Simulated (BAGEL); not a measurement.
# B3LYP/def2-SVP (density fitting with qzvpp-jkfit) run of Si2H5OF (SMILES F[SiH2]O[SiH3])

What is the energy change on altering one bond length of Si2H5OF at B3LYP/def2-SVP (density fitting with qzvpp-jkfit)? 

Program for the calculation: BAGEL 1.2.2.

1 further run of the same task is left out (set aside as unsound or not needed). Runs told in other sessions of the task aren't counted.

**1. Starting point**

Si2H5OF: 9 atoms, total charge 0, spin state singlet. As SMILES, `F[SiH2]O[SiH3]`. The coordinates come from a PBE0-D4/def2-TZVP relaxation. This is one conformer, not always the lowest.

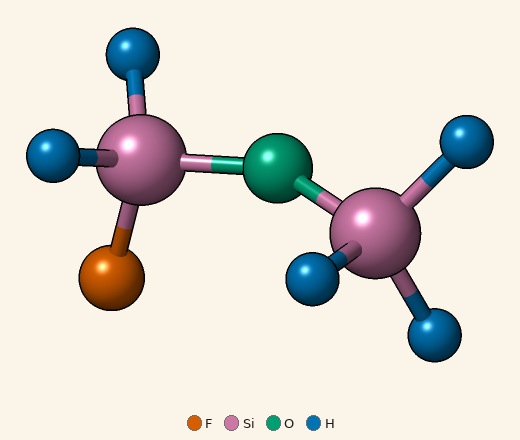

The structure, seen from a chosen angle (fluorine orange, silicon pink, oxygen teal, hydrogen blue).

**2. A single-point energy at B3LYP/def2-SVP (density fitting with qzvpp-jkfit)**

dft.json reads:

```json
{ "bagel" : [

{
  "title" : "molecule",
  "basis" : "svp",
  "df_basis" : "qzvpp-jkfit",
  "angstrom" : true,
  "geometry" : [
    { "atom" : "F", "xyz" : [      -1.694000,       1.210500,      -1.272300 ] },
    { "atom" : "Si", "xyz" : [      -0.171500,       1.320100,      -0.812600 ] },
    { "atom" : "O", "xyz" : [       0.351200,      -0.127900,      -0.321100 ] },
    { "atom" : "Si", "xyz" : [       0.285400,      -1.347000,       0.774900 ] },
    { "atom" : "H", "xyz" : [       0.623200,       1.737300,      -1.984500 ] },
    { "atom" : "H", "xyz" : [      -0.123700,       2.293600,       0.301100 ] },
    { "atom" : "H", "xyz" : [       1.618500,      -1.993000,       0.825600 ] },
    { "atom" : "H", "xyz" : [      -0.738800,      -2.335100,       0.357400 ] },
    { "atom" : "H", "xyz" : [      -0.061900,      -0.805000,       2.114200 ] }
  ]
},

{ "title" : "ks", "xc_func" : "b3lyp" },

{ "title" : "print", "file" : "orbitals.molden", "orbitals" : true }

]}
```

The run is started by

```
$ BAGEL_NUM_THREADS=1 BAGEL dft.json > dft.out
```

Log:

```text
* using 1 threads per process

  ===============================================================
  ===============================================================

  *** Geometry ***

  { "atom" : "F", "xyz" : [     -3.201196,      2.287513,     -2.404299 ] },
  { "atom" : "Si", "xyz" : [     -0.324088,      2.494627,     -1.535591 ] },
  { "atom" : "O", "xyz" : [      0.663672,     -0.241696,     -0.606791 ] },
  { "atom" : "Si", "xyz" : [      0.539328,     -2.545461,      1.464349 ] },
  { "atom" : "H", "xyz" : [      1.177677,      3.283021,     -3.750161 ] },
  { "atom" : "H", "xyz" : [     -0.233759,      4.334276,      0.568997 ] },
  { "atom" : "H", "xyz" : [      3.058522,     -3.766224,      1.560158 ] },
  { "atom" : "H", "xyz" : [     -1.396130,     -4.412699,      0.675388 ] },
  { "atom" : "H", "xyz" : [     -0.116974,     -1.521230,      3.995259 ] },

  Number of auxiliary basis functions:      500

  Since a DF basis is specified, we compute 2- and 3-index integrals:
    o Being stored without compression. Storage requirement is 0.032 GB

  Number of basis functions:       89
  Number of electrons      :       50

    * METHOD: MOLECULE                             0.18

  *** Kohn-Sham DFT ***

    * Removing 15215 points whose weight is below 1.00e-10
    * Grid points: 118939

  === Nuclear Repulsion ===
   231.1779326507

       - DIIS with orbital gradients will be used.

  === KS iteration (b3lyp / svp) ===
      0       -725.31116341          0.11898873           0.38
      1       -670.29475150          0.11884565           0.34
      2       -588.76496371          0.24759832           0.36
      3       -732.84874963          0.10686728           0.36
      4       -744.70250775          0.06550678           0.37
      5       -754.78384792          0.05717271           0.36
      6       -756.18620716          0.03196589           0.36
      7       -756.47249638          0.02708957           0.36
      8       -756.85414287          0.00927073           0.36
      9       -756.88851478          0.00560215           0.36
     10       -756.90735122          0.00092613           0.36
     11       -756.90780397          0.00022359           0.36
     12       -756.90782976          0.00002525           0.37
     13       -756.90783013          0.00000409           0.36
     14       -756.90783014          0.00000100           0.34
     15       -756.90783014          0.00000041           0.35
     16       -756.90783014          0.00000012           0.34
     17       -756.90783014          0.00000004           0.36
     18       -756.90783014          0.00000001           0.35
     19       -756.90783014          0.00000000           0.36
    * SCF iteration converged.

    * Permanent dipole moment:
           (   -0.361844,     0.047723,    -0.296554) a.u.

    * METHOD: KS                                   7.73

    * METHOD: PRINT                                0.01

  ===============================================================
```

It took 8.4 s on 1 thread of AMD EPYC 9R45 (Zen 5), shared host; peak memory 0.51 GiB.

**3. The distorted shape, same level**

dft.json reads:

```json
{ "bagel" : [

{
  "title" : "molecule",
  "basis" : "svp",
  "df_basis" : "qzvpp-jkfit",
  "angstrom" : true,
  "geometry" : [
    { "atom" : "F", "xyz" : [   -0.464929,    2.396250,   -0.771287 ] },
    { "atom" : "Si", "xyz" : [    1.057571,    2.505850,   -0.311587 ] },
    { "atom" : "O", "xyz" : [    1.580271,    1.057850,    0.179913 ] },
    { "atom" : "Si", "xyz" : [    1.514471,   -0.161250,    1.275913 ] },
    { "atom" : "H", "xyz" : [    1.852271,    2.923050,   -1.483487 ] },
    { "atom" : "H", "xyz" : [    1.105371,    3.479350,    0.802113 ] },
    { "atom" : "H", "xyz" : [    2.847571,   -0.807250,    1.326613 ] },
    { "atom" : "H", "xyz" : [   -0.738800,   -2.335100,    0.357400 ] },
    { "atom" : "H", "xyz" : [    1.167171,    0.380750,    2.615213 ] }
  ]
},
{
  "title" : "ks",
  "xc_func" : "b3lyp"
},
{
  "title" : "print",
  "file" : "orbitals.molden",
  "orbitals" : true
}

]}
```

The run is started by

```
$ BAGEL_NUM_THREADS=1 BAGEL dft.json > dft.out
```

Log:

```text
* using 1 threads per process

  ===============================================================
  ===============================================================

  *** Geometry ***

  { "atom" : "F", "xyz" : [     -0.878588,      4.528256,     -1.457521 ] },
  { "atom" : "Si", "xyz" : [      1.998520,      4.735370,     -0.588814 ] },
  { "atom" : "O", "xyz" : [      2.986279,      1.999047,      0.339986 ] },
  { "atom" : "Si", "xyz" : [      2.861935,     -0.304718,      2.411126 ] },
  { "atom" : "H", "xyz" : [      3.500285,      5.523764,     -2.803384 ] },
  { "atom" : "H", "xyz" : [      2.088848,      6.575019,      1.515774 ] },
  { "atom" : "H", "xyz" : [      5.381129,     -1.525481,      2.506935 ] },
  { "atom" : "H", "xyz" : [     -1.396130,     -4.412699,      0.675388 ] },
  { "atom" : "H", "xyz" : [      2.205634,      0.719513,      4.942036 ] },

  Number of auxiliary basis functions:      500

  Since a DF basis is specified, we compute 2- and 3-index integrals:
    o Being stored without compression. Storage requirement is 0.032 GB

  Number of basis functions:       89
  Number of electrons      :       50

    * METHOD: MOLECULE                             0.18

  *** Kohn-Sham DFT ***

    * Removing 14241 points whose weight is below 1.00e-10
    * Grid points: 119913

  === Nuclear Repulsion ===
   226.9084557898

       - DIIS with orbital gradients will be used.

  === KS iteration (b3lyp / svp) ===
      0       -725.78626423          0.11792305           0.36
      1       -680.64625065          0.11862291           0.33
      2       -588.37065026          0.23656863           0.34
      3       -733.63570947          0.10970572           0.34
      4       -745.10788986          0.06695323           0.34
      5       -754.27779333          0.05623978           0.36
      6       -756.25695395          0.02244960           0.36
      7       -756.25962827          0.01626251           0.35
      8       -756.62617184          0.01000773           0.34
      9       -756.73956920          0.00285899           0.35
     10       -756.72831971          0.00339929           0.35
     11       -756.73349545          0.00296414           0.35
     12       -756.73696932          0.00248724           0.34
     13       -756.74524829          0.00077344           0.35
     14       -756.74590050          0.00029708           0.36
     15       -756.74600735          0.00011251           0.35
     16       -756.74601456          0.00004609           0.34
     17       -756.74601749          0.00001176           0.35
     18       -756.74601762          0.00000596           0.34
     19       -756.74601764          0.00000092           0.35
     20       -756.74601764          0.00000042           0.34
     21       -756.74601764          0.00000009           0.36
     22       -756.74601764          0.00000006           0.35
     23       -756.74601764          0.00000015           0.35
     24       -756.74601764          0.00000001           0.35
     25       -756.74601764          0.00000000           0.36
    * SCF iteration converged.

    * Permanent dipole moment:
           (   -1.078694,    -0.798291,    -0.520165) a.u.

    * METHOD: KS                                   9.61

    * METHOD: PRINT                                0.01

  ===============================================================
```

Run time: 10 s. Hardware: 1 thread of AMD EPYC 9R45 (Zen 5), shared host; peak memory 0.51 GiB.

**4. Outcome**

At B3LYP/def2-SVP (density fitting with qzvpp-jkfit):

| quantity | value |
| --- | --- |
| first shape: total energy | -756.90783 Eh |
| first shape: dipole moment | 1.20 D |
| first shape: HOMO energy | -8.67 eV |
| first shape: LUMO energy | 0.33 eV |
| first shape: HOMO–LUMO gap | 9.00 eV |
| distorted shape: total energy | -756.74602 Eh |
| distorted shape: dipole moment | 3.66 D |
| distorted shape: HOMO energy | -6.24 eV |
| distorted shape: LUMO energy | -3.76 eV |
| distorted shape: HOMO–LUMO gap | 2.48 eV |
| energy change with the Si4–H8 bond stretched from 1.483 to 3.263 Å | 4.403 eV |

**Reading.** One bond (distorted shape) is far stretched, which a spin-restricted single reference describes badly; a broken-symmetry solution may lie lower. With the Si4–H8 bond stretched from 1.483 to 3.263 Å the energy rises by 4.40 eV (102 kcal/mol). The first shape isn't relaxed at this level, so the change isn't measured from a minimum. A restricted reference can't describe the breaking bond well at this length.
